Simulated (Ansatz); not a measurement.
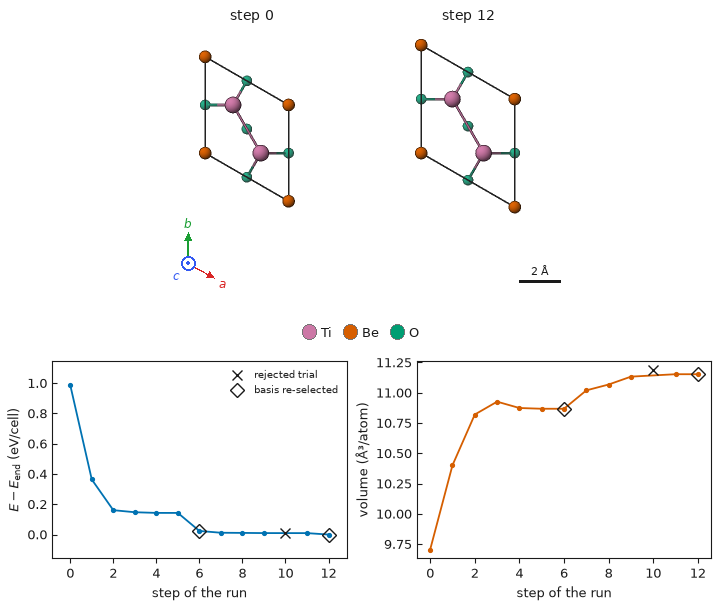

First and last geometry of a relaxation of solid Ti2BeO3 (built on the ScCo3B2 type) (coarse preliminary run), with the history of the run. A ball-and-stick model of the cell of the calculation, seen along the c axis.

Case: ScCo3B2 type (P6/mmm, No. 191).

Theory: DFT PBE, scalar-relativistic, plane waves, PAW (Ansatz 0.2.0). Set-up: plane-wave cutoff 420 eV; k-point mesh 6 × 6 × 6; occupations gaussian; smearing width 0.1 eV; no spin polarisation; cell and atoms relaxed; force threshold 0.04 eV/Å; at most 70 steps.

> Read the history and describe the run.

It converged. Over 9 accepted moves (12 points after the start) the energy falls by 0.987 eV per cell of the calculation. All forces vanish by symmetry, so only the cell relaxes. Pressure: 17.59 GPa at the start and −0.02 GPa at the end. The line search rejected the trial step at point 10 of the run. The SCF was repeated twice at an unchanged geometry on a basis and grid sized afresh for the cell, which shifted the energy by 0.119 eV per cell of the calculation at most. The atoms keep their places relative to the cell (all moves are under 0.005 Å). Cell: a = b 4.798 → 5.382 Å (+12.2 %), c 2.921 → 2.667 Å (−8.7 %). Volume +14.9 %. Some distances before and after: Ti–Ti 2.770 → 3.108 Å, Ti–Ti 2.921 → 2.667 Å, O–Ti 2.013 → 2.048 Å. Among the angles between lasting bonds that change: Ti–O–Ti 93.0° → 81.3°, Ti–O–Ti 87.0° → 98.7°. The space group stays P6/mmm (No. 191). Cost: 43 s on 1 thread of Arm Neoverse V2, with other jobs on the host, peak memory 0.36 GiB.

```json
{"step": "0", "E − E(0), meV/atom": "0.00", "pressure, GPa": "17.59", "volume, Å³/atom": "9.706", "note": ""}
{"step": "1", "E − E(0), meV/atom": "-103.94", "pressure, GPa": "5.09", "volume, Å³/atom": "10.402", "note": ""}
{"step": "2", "E − E(0), meV/atom": "-137.72", "pressure, GPa": "-0.09", "volume, Å³/atom": "10.820", "note": ""}
{"step": "3", "E − E(0), meV/atom": "-139.98", "pressure, GPa": "-0.91", "volume, Å³/atom": "10.926", "note": ""}
{"step": "4", "E − E(0), meV/atom": "-140.71", "pressure, GPa": "-0.24", "volume, Å³/atom": "10.874", "note": ""}
{"step": "5", "E − E(0), meV/atom": "-140.74", "pressure, GPa": "-0.09", "volume, Å³/atom": "10.868", "note": ""}
{"step": "6", "E − E(0), meV/atom": "-160.60", "pressure, GPa": "2.38", "volume, Å³/atom": "10.868", "note": "same geometry, new basis"}
{"step": "7", "E − E(0), meV/atom": "-162.57", "pressure, GPa": "0.54", "volume, Å³/atom": "11.020", "note": ""}
{"step": "8", "E − E(0), meV/atom": "-162.73", "pressure, GPa": "0.08", "volume, Å³/atom": "11.068", "note": ""}
{"step": "9", "E − E(0), meV/atom": "-162.94", "pressure, GPa": "-0.20", "volume, Å³/atom": "11.133", "note": ""}
{"step": "10", "E − E(0), meV/atom": "-162.66", "pressure, GPa": "-0.17", "volume, Å³/atom": "11.187", "note": "rejected"}
{"step": "11", "E − E(0), meV/atom": "-162.97", "pressure, GPa": "-0.09", "volume, Å³/atom": "11.153", "note": ""}
{"step": "12", "E − E(0), meV/atom": "-164.55", "pressure, GPa": "-0.02", "volume, Å³/atom": "11.153", "note": "same geometry, new basis"}
```
